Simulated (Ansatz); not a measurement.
**SiH₃+ (triplet): from Hartree-Fock to the top rungs, cc-pVTZ**

Aim: climb from Hartree-Fock through coupled cluster and multireference methods for SiH₃+ (triplet) at one geometry and basis, and see what each rung misses.

The runs use Ansatz 0.2.0, Gaussian basis; cc-pVTZ, core rule «outside noble gas», up to 5 orbitals frozen.

To be run: UHF; CCSD(T) on ROHF; CCSD(T) on UHF; BCCD(T) on ROHF; CCSDT(Q) on ROHF; CCSDT(Q) on UHF; CASSCF and MRCISD+Q, 6 electrons in 7 orbitals; CASSCF and NEVPT2, 6 electrons in 7 orbitals.

15 further runs of the same task are left out: 2 for a known fault of the program, 3 that didn't finish, 10 set aside as unsound or not needed.

## 1. The geometry

The geometry is a PBE0/def2-TZVP stationary point (not a proven minimum).

4 atoms, charge 1, spin multiplicity 3.

Atoms are counted from 1 here; the program's logs count them from 0.

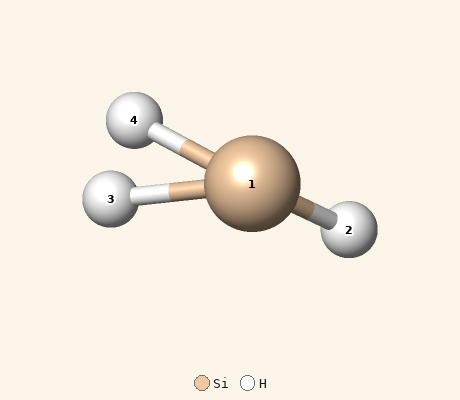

The geometry (silicon light orange, hydrogen white); atoms are numbered from 1 in the order of the file.

As a file:

```xyz
4
H3Si
Si    0.00000    0.06765   -0.07871
H     0.00000   -1.22550   -0.82344
H     0.43932   -0.32976    1.50834
H    -0.43932   -0.32976    1.50834
```

In the tables R marks a restricted open-shell determinant and U an unrestricted one; 'valence' is the active space of 6 electrons in 7 orbitals; energies count from the table's Hartree-Fock row.

## 2. UHF

in.yaml reads:

```yaml
crystal:
  periodic: [false, false, false]
  atoms:
    - {symbol: Si, position_ang: [0.000000, 0.067650, -0.078712]}
    - {symbol: H, position_ang: [0.000000, -1.225497, -0.823444]}
    - {symbol: H, position_ang: [0.439321, -0.329762, 1.508342]}
    - {symbol: H, position_ang: [-0.439321, -0.329762, 1.508342]}
basis:
  gaussian: {orbitals: cc-pVTZ}
total_charge: 1
magnetization: {spin_polarized: true, initial_magnetization: 2}
hamiltonian: {xc: hf}
output: {orbitals: {seedname: orbitals}}
```

Command:

```bash
ansatz run in.yaml --threads 1 --pin off --events-out ev --progress --plain --max-ram 2393MiB
```

The log of the run:

```text
Functional definition: HF
  name "HF"
  cite "Fock, Z. Phys. 61, 126 (1930) doi:10.1007/BF01340294"
  parent pbe
  exchange = exact_x
  correlation = 0
535 factors; their error is unknown
mean field evaluation 1: about -7897.2898 eV, gradient 7.8e0 eV
mean field evaluation 2: about -7898.0079 eV, gradient 2.9e0 eV
mean field evaluation 4: about -7898.1793 eV, gradient 3.8e-1 eV
mean field evaluation 8: about -7898.3849 eV, gradient 1.6e-1 eV
mean field -7898.38509094 eV, -290.2602983742 hartree, gradient 1.1e-5 eV, S^2 2.006684; 0 other end points of the search recorded, 0 dependent functions left out
reference -7898.38509094 eV, -290.2602983742 hartree; 9, 7 occupied and 67, 69 virtual orbitals, 535 factors
Total energy: -7898.38509094 eV, -290.2602983742 hartree
```

Run time: 0.76 s. Hardware: 1 thread of Arm Neoverse V2, shared host.

From the report: ⟨S²⟩ of the determinant 2.007 (pure triplet: 2.00).

## 3. CCSD(T) on ROHF

in.yaml: that of step 2 with these lines changed.

```diff
@@ -10,4 +10,4 @@
 total_charge: 1
-magnetization: {spin_polarized: true, initial_magnetization: 2}
-hamiltonian: {xc: hf}
-output: {orbitals: {seedname: orbitals}}
+magnetization: {spin_polarized: false, initial_magnetization: 2}
+correlation: {method: ccsd_t, electrons: outside_noble_gas}
+output: {forces: true}
```

The command is unchanged.

The log of the run, shortened:

```text
Functional definition: HF
  name "HF"
  cite "Fock, Z. Phys. 61, 126 (1930) doi:10.1007/BF01340294"
  parent pbe
[...]
429 factors; integrals over basis functions are off by at most 8.8e-4 eV
[...]
mean field -7898.32757458 eV, -290.2581846870 hartree, gradient 6.2e-6 eV, S^2 2.000000; 0 other end points of the search recorded, 0 dependent functions left out
5 core orbitals not correlated: weight in the atoms' cores, before any rotation towards them, 1.000 or more for the frozen orbitals, at most 0.000 for the correlated occupied ones
reference -7898.32757458 eV, -290.2581846870 hartree; 4, 2 occupied and 67, 69 virtual orbitals, 429 factors
second order -2.53902049 eV of doubles, -0.03296809 eV of singles
cycle   1  -2.99782058 eV  change   -4.3e-1 eV  update   5.4e-2
[...]
cycle  12  -3.19945529 eV  change    2.6e-7 eV  update   8.5e-7
perturbative correction -0.08519502 eV, -0.0031308592 hartree
[...]
Total energy: -7901.61222489 eV, -290.3788933597 hartree
Atom 0 at     0.000000     0.067650    -0.078712 Å, force     0.000000    -0.028098    -0.157522 eV/Å
Atom 1 at     0.000000    -1.225497    -0.823444 Å, force    -0.000000     0.061123     0.039445 eV/Å
Atom 2 at     0.439321    -0.329762     1.508342 Å, force    -0.282623    -0.016513     0.059038 eV/Å
Atom 3 at    -0.439321    -0.329762     1.508342 Å, force     0.282623    -0.016513     0.059038 eV/Å
Dipole moment:    -0.000000    -0.045311     0.248738 e Å
```

Wall time 7.5 s (1 thread of Arm Neoverse V2, shared host); peak memory 0.37 GiB.

From the report: correlation -3.2847 eV; T1 0.025; largest double amplitude 0.04.

## 4. CCSD(T) on UHF

in.yaml: that of step 3 with these lines changed.

```diff
@@ -10,3 +10,3 @@
 total_charge: 1
-magnetization: {spin_polarized: false, initial_magnetization: 2}
+magnetization: {spin_polarized: true, initial_magnetization: 2}
 correlation: {method: ccsd_t, electrons: outside_noble_gas}
```

The command is unchanged.

The log of the run, shortened:

```text
Functional definition: HF
  name "HF"
  cite "Fock, Z. Phys. 61, 126 (1930) doi:10.1007/BF01340294"
  parent pbe
[...]
429 factors; integrals over basis functions are off by at most 8.8e-4 eV
[...]
mean field -7898.38537197 eV, -290.2603087021 hartree, gradient 4.1e-6 eV, S^2 2.006684; 0 other end points of the search recorded, 0 dependent functions left out
5 core orbitals not correlated: weight in the atoms' cores, before any rotation towards them, 1.000 or more for the frozen orbitals, at most 0.000 for the correlated occupied ones
reference -7898.38537197 eV, -290.2603087021 hartree; 4, 2 occupied and 67, 69 virtual orbitals, 429 factors
second order -2.52004962 eV of doubles, -0.00000000 eV of singles
cycle   1  -2.94544419 eV  change   -4.3e-1 eV  update   5.3e-2
[...]
cycle  12  -3.14515286 eV  change    3.4e-7 eV  update   8.9e-7
perturbative correction -0.08367670 eV, -0.0030750619 hartree
[...]
Total energy: -7901.61420153 eV, -290.3789659999 hartree
Atom 0 at     0.000000     0.067650    -0.078712 Å, force    -0.000000    -0.027658    -0.158435 eV/Å
Atom 1 at     0.000000    -1.225497    -0.823444 Å, force    -0.000000     0.061145     0.039875 eV/Å
Atom 2 at     0.439321    -0.329762     1.508342 Å, force    -0.283529    -0.016743     0.059280 eV/Å
Atom 3 at    -0.439321    -0.329762     1.508342 Å, force     0.283529    -0.016743     0.059280 eV/Å
Dipole moment:    -0.000000    -0.045250     0.248807 e Å
```

It took 7 s on 1 thread of Arm Neoverse V2, shared host; peak memory 0.37 GiB.

From the report: ⟨S²⟩ of the determinant 2.007 (pure triplet: 2.00); correlation -3.2288 eV; T1 0.019; largest double amplitude 0.04.

## 5. BCCD(T) on ROHF

in.yaml: that of step 4 with these lines changed.

```diff
@@ -10,4 +10,3 @@
 total_charge: 1
-magnetization: {spin_polarized: true, initial_magnetization: 2}
-correlation: {method: ccsd_t, electrons: outside_noble_gas}
-output: {forces: true}
+magnetization: {spin_polarized: false, initial_magnetization: 2}
+correlation: {method: bccd_t, electrons: outside_noble_gas}
```

Same command.

The log of the run, shortened:

```text
Functional definition: HF
  name "HF"
  cite "Fock, Z. Phys. 61, 126 (1930) doi:10.1007/BF01340294"
  parent pbe
[...]
429 factors; integrals over basis functions are off by at most 8.8e-4 eV
[...]
mean field -7898.32757458 eV, -290.2581846870 hartree, gradient 6.2e-6 eV, S^2 2.000000; 0 other end points of the search recorded, 0 dependent functions left out
5 core orbitals not correlated: weight in the atoms' cores, before any rotation towards them, 1.000 or more for the frozen orbitals, at most 0.000 for the correlated occupied ones
reference -7898.32757458 eV, -290.2581846870 hartree; 4, 2 occupied and 67, 69 virtual orbitals, 429 factors
second order -2.53902049 eV of doubles, -0.03296809 eV of singles
cycle   1  -3.01006057 eV  change   -4.4e-1 eV  update   5.4e-2
[...]
cycle  11  -3.19776337 eV  change    1.8e-6 eV  update   3.6e-6
perturbative correction -0.08736308 eV, -0.0032105339 hartree
Total energy: -7901.61270103 eV, -290.3789108573 hartree
```

It took 1.9 s on 1 thread of Arm Neoverse V2, shared host; peak memory 0.27 GiB.

From the report: correlation -3.2851 eV; largest double amplitude 0.04.

## 6. CCSDT(Q) on ROHF

in.yaml: that of step 5 with these lines changed.

```diff
@@ -11,2 +11,2 @@
 magnetization: {spin_polarized: false, initial_magnetization: 2}
-correlation: {method: bccd_t, electrons: outside_noble_gas}
+correlation: {method: ccsdt_q, electrons: outside_noble_gas}
```

Same command.

The log of the run, shortened:

```text
Functional definition: HF
  name "HF"
  cite "Fock, Z. Phys. 61, 126 (1930) doi:10.1007/BF01340294"
  parent pbe
[...]
953 factors; integrals over basis functions are off by at most 2.2e-7 eV
[...]
mean field -7898.32757701 eV, -290.2581847765 hartree, gradient 3.5e-6 eV, S^2 2.000000; 0 other end points of the search recorded, 0 dependent functions left out
5 core orbitals not correlated: weight in the atoms' cores, before any rotation towards them, 1.000 or more for the frozen orbitals, at most 0.000 for the correlated occupied ones
reference -7898.32757701 eV, -290.2581847765 hartree; 4, 2 occupied and 67, 69 virtual orbitals, 953 factors
second order -2.53903095 eV of doubles, -0.03296812 eV of singles
cycle   1  -2.99780656 eV  change   -4.3e-1 eV  update   5.9e-2
[...]
cycle  15  -3.30645773 eV  change    6.0e-7 eV  update   2.8e-7
perturbative correction -0.00196734 eV, -0.0000722986 hartree
Total energy: -7901.63600209 eV, -290.3797671555 hartree
```

Wall time 54 s (1 thread of Arm Neoverse V2, shared host); peak memory 0.74 GiB.

From the report: correlation -3.3084 eV; T1 0.027; largest double amplitude 0.04.

## 7. CCSDT(Q) on UHF

in.yaml: that of step 6 with these lines changed.

```diff
@@ -10,3 +10,3 @@
 total_charge: 1
-magnetization: {spin_polarized: false, initial_magnetization: 2}
+magnetization: {spin_polarized: true, initial_magnetization: 2}
 correlation: {method: ccsdt_q, electrons: outside_noble_gas}
```

Launched as before.

The log of the run, shortened:

```text
Functional definition: HF
  name "HF"
  cite "Fock, Z. Phys. 61, 126 (1930) doi:10.1007/BF01340294"
  parent pbe
[...]
953 factors; integrals over basis functions are off by at most 2.2e-7 eV
[...]
mean field -7898.38537449 eV, -290.2603087948 hartree, gradient 3.5e-6 eV, S^2 2.006684; 0 other end points of the search recorded, 0 dependent functions left out
5 core orbitals not correlated: weight in the atoms' cores, before any rotation towards them, 1.000 or more for the frozen orbitals, at most 0.000 for the correlated occupied ones
reference -7898.38537449 eV, -290.2603087948 hartree; 4, 2 occupied and 67, 69 virtual orbitals, 953 factors
second order -2.52005981 eV of doubles, -0.00000000 eV of singles
cycle   1  -2.94543023 eV  change   -4.3e-1 eV  update   5.8e-2
[...]
cycle  15  -3.25067312 eV  change    5.4e-7 eV  update   2.6e-7
perturbative correction -0.00202741 eV, -0.0000745058 hartree
Total energy: -7901.63807502 eV, -290.3798433342 hartree
```

Run time: 51 s. Hardware: 1 thread of Arm Neoverse V2, shared host; peak memory 0.7 GiB.

From the report: ⟨S²⟩ of the determinant 2.007 (pure triplet: 2.00); correlation -3.2527 eV; T1 0.020; largest double amplitude 0.04.

## 8. CASSCF and MRCISD+Q, 6 electrons in 7 orbitals

in.yaml: that of step 7 with these lines changed.

```diff
@@ -10,3 +10,3 @@
 total_charge: 1
-magnetization: {spin_polarized: true, initial_magnetization: 2}
-correlation: {method: ccsdt_q, electrons: outside_noble_gas}
+magnetization: {spin_polarized: false, initial_magnetization: 2}
+correlation: {method: fic_mrcisd_q, electrons: outside_noble_gas, active_space: {window: {electrons: 6, orbitals: 7}, shells: [{species: H, l: s, shell: 1}, {species: Si, l: s, shell: 3}, {species: Si, l: p, shell: 3}]}}
```

The command is unchanged.

The log of the run, shortened:

```text
Functional definition: HF
  name "HF"
  cite "Fock, Z. Phys. 61, 126 (1930) doi:10.1007/BF01340294"
  parent pbe
[...]
953 factors; integrals over basis functions are off by at most 2.2e-7 eV
[...]
mean field -7898.32757701 eV, -290.2581847765 hartree, gradient 3.5e-6 eV, S^2 2.000000; 0 other end points of the search recorded, 0 dependent functions left out
reference -7898.32757701 eV, -290.2581847765 hartree; 9, 7 occupied and 67, 69 virtual orbitals, 953 factors
state -7899.60279761 eV, -290.3050482690 hartree
contracted CI cycle   1: correlation 0.00000000 eV, 0.0000000000 hartree, residual 1.18e1 eV
contracted CI cycle   2: correlation -1.81576037 eV, -0.0667279627 hartree, residual 2.88e0 eV
contracted CI cycle   3: correlation -1.91989472 eV, -0.0705548295 hartree, residual 7.37e-1 eV
contracted CI cycle   4: correlation -1.92656794 eV, -0.0708000660 hartree, residual 2.13e-1 eV
contracted CI cycle   5: correlation -1.92707842 eV, -0.0708188257 hartree, residual 6.03e-2 eV
contracted CI cycle   6: correlation -1.92712282 eV, -0.0708204572 hartree, residual 1.91e-2 eV
contracted CI cycle   7: correlation -1.92712733 eV, -0.0708206232 hartree, residual 6.22e-3 eV
contracted CI cycle   8: correlation -1.92712779 eV, -0.0708206400 hartree, residual 1.96e-3 eV
contracted CI cycle   9: correlation -1.92712783 eV, -0.0708206416 hartree, residual 5.59e-4 eV
state -7899.60279761 eV, -290.3050482690 hartree; corrected -7901.60670816 eV, -290.3786906235 hartree
Total energy: -7901.60670816 eV, -290.3786906235 hartree
Checks for a lower state left out: starts, orbital_swaps
```

Run time: 3.3 s. Hardware: 1 thread of Arm Neoverse V2, shared host.

From the report: 600 determinants; active occupations 1.98, 1.96, 1.00, 1.00, 0.02, 0.02, 0.01.

## 9. CASSCF and NEVPT2, 6 electrons in 7 orbitals

in.yaml reads:

```yaml
crystal:
  periodic: [false, false, false]
  atoms:
    - {symbol: Si, position_ang: [0.000000, 0.067650, -0.078712]}
    - {symbol: H, position_ang: [0.000000, -1.225497, -0.823444]}
    - {symbol: H, position_ang: [0.439321, -0.329762, 1.508342]}
    - {symbol: H, position_ang: [-0.439321, -0.329762, 1.508342]}
basis:
  gaussian: {orbitals: cc-pVTZ}
total_charge: 1
magnetization: {spin_polarized: false, initial_magnetization: 2}
correlation: {method: sc_nevpt2, electrons: outside_noble_gas, active_space: {window: {electrons: 6, orbitals: 7}, shells: [{species: H, l: s, shell: 1}, {species: Si, l: s, shell: 3}, {species: Si, l: p, shell: 3}]}}
```

Launched as before.

The log of the run:

```text
Functional definition: HF
  name "HF"
  cite "Fock, Z. Phys. 61, 126 (1930) doi:10.1007/BF01340294"
  parent pbe
  exchange = exact_x
  correlation = 0
953 factors; integrals over basis functions are off by at most 2.2e-7 eV
mean field evaluation 1: about -7897.4551 eV, gradient 8.9e0 eV
mean field evaluation 2: about -7897.4580 eV, gradient 8.9e0 eV
mean field evaluation 4: about -7898.3094 eV, gradient 9.0e-1 eV
mean field evaluation 8: about -7898.3276 eV, gradient 1.6e-4 eV
mean field -7898.32757701 eV, -290.2581847765 hartree, gradient 3.5e-6 eV, S^2 2.000000; 0 other end points of the search recorded, 0 dependent functions left out
reference -7898.32757701 eV, -290.2581847765 hartree; 9, 7 occupied and 67, 69 virtual orbitals, 953 factors
state -7899.60279761 eV, -290.3050482690 hartree
state -7899.60279761 eV, -290.3050482690 hartree; corrected -7901.04318867 eV, -290.3579816641 hartree
Total energy: -7901.04318867 eV, -290.3579816641 hartree
Checks for a lower state left out: starts, orbital_swaps
```

Wall time 1.9 s (1 thread of Arm Neoverse V2, shared host).

From the report: 600 determinants; active occupations 1.98, 1.96, 1.00, 1.00, 0.02, 0.02, 0.01.

## 10. How many determinants matter

Natural occupations of the CASSCF valence state about the gap (report; correlated orbitals 1 to 7): 1.976, 1.963, 1.001, 0.999, 0.025, 0.023, 0.014. The count of effectively unpaired electrons, Σ n²(2 − n)², is 2.01; a single determinant of this spin has 2.

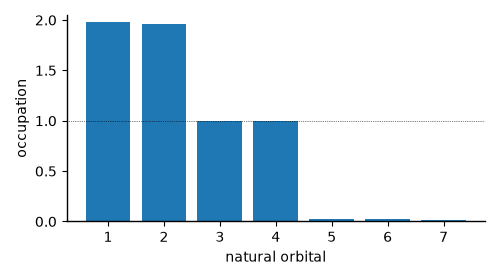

Natural occupations of the CASSCF valence state.

## 11. The ladder

The yardstick is UCCSDT(Q), where the cluster series has nearly closed. Rows without a time come out of other runs: HF, MP2 and CCSD of CCSD(T), CCSDT of CCSDT(Q), CASSCF and MRCISD of the multireference runs. The times of RCCSD(T), UCCSD(T) include forces.

Differences are taken before rounding.

| method | energy from the lowest RHF (kJ/mol) | from UCCSDT(Q) (kJ/mol) | time |
| --- | --- | --- | --- |
| RHF | 0.0 | +319.4 |  |
| UHF | -5.6 | +313.8 |  |
| RMP2 | -248.2 | +71.3 |  |
| UMP2 | -248.7 | +70.7 |  |
| RCCSD | -308.7 | +10.7 |  |
| UCCSD | -309.0 | +10.4 |  |
| RCCSD(T) | -316.9 | +2.5 | 7.5 s |
| UCCSD(T) | -317.1 | +2.3 | 7 s |
| BCCD(T) | -317.0 | +2.4 | 1.9 s |
| RCCSDT | -319.0 | +0.4 |  |
| UCCSDT | -319.2 | +0.2 |  |
| RCCSDT(Q) | -319.2 | +0.2 | 54 s |
| UCCSDT(Q) | -319.4 | 0 | 51 s |
| CASSCF valence | -123.0 | +196.4 |  |
| NEVPT2 valence | -262.0 | +57.4 | 1.9 s |
| MRCISD valence | -309.0 | +10.4 |  |
| MRCISD+Q valence | -316.4 | +3.0 | 3.3 s |

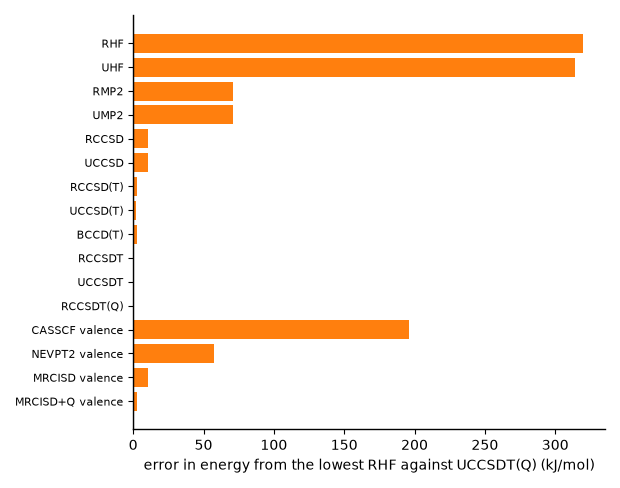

How far each level lands from UCCSDT(Q).

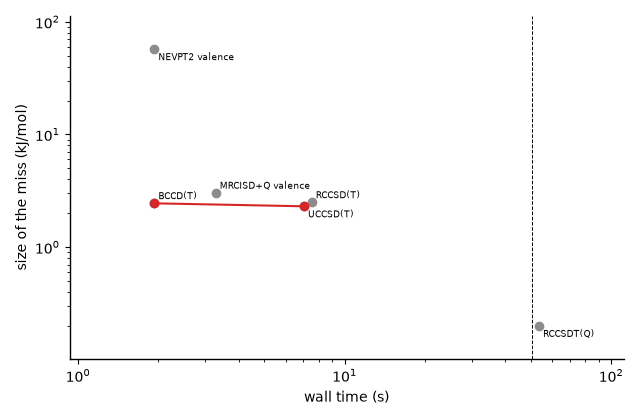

Miss against cost. Red marks the levels that no quicker level drawn beats (of those quicker than the yardstick), and the dashed line is the time of UCCSDT(Q). Times are from a shared host.

## 12. Outcome

| quantity | value |
| --- | --- |
| UCCSDT(Q) below the RHF energy | -3.3105 eV |
| RMP2 from UCCSDT(Q) | +71.3 kJ/mol |
| UMP2 from UCCSDT(Q) | +70.7 kJ/mol |
| RCCSD from UCCSDT(Q) | +10.7 kJ/mol |
| RCCSD(T) from UCCSDT(Q) | +2.5 kJ/mol |
| UCCSD(T) from UCCSDT(Q) | +2.3 kJ/mol |
| RCCSDT(Q) from UCCSDT(Q) | +0.2 kJ/mol |
| NEVPT2 valence from UCCSDT(Q) | +57.4 kJ/mol |
| MRCISD+Q valence from UCCSDT(Q) | +3.0 kJ/mol |
| levels within 1 kcal/mol (43 meV) | RCCSD(T), UCCSD(T), BCCD(T), RCCSDT, UCCSDT, RCCSDT(Q), MRCISD+Q valence |
| T1 diagnostic | 0.025 |
| effectively unpaired electrons | 2.01 |

What this shows: RCCSD(T) misses by +2.5 kJ/mol, 0.8 % of the correlation energy. One determinant dominates. Of the multireference levels listed MRCISD+Q valence comes nearest in total energy (+3.0 kJ/mol), which doesn't show that its space is the better one. These misses are within one basis, not against nature; the frozen cores of restricted and unrestricted runs differ, which can shift their rows.

UCCSD(T) reaches 2.3 kJ/mol from the reference in 7 s, where UCCSDT(Q) took 51 s; the quickest level in the cost chart, BCCD(T), takes 1.9 s and misses by 2.4 kJ/mol.
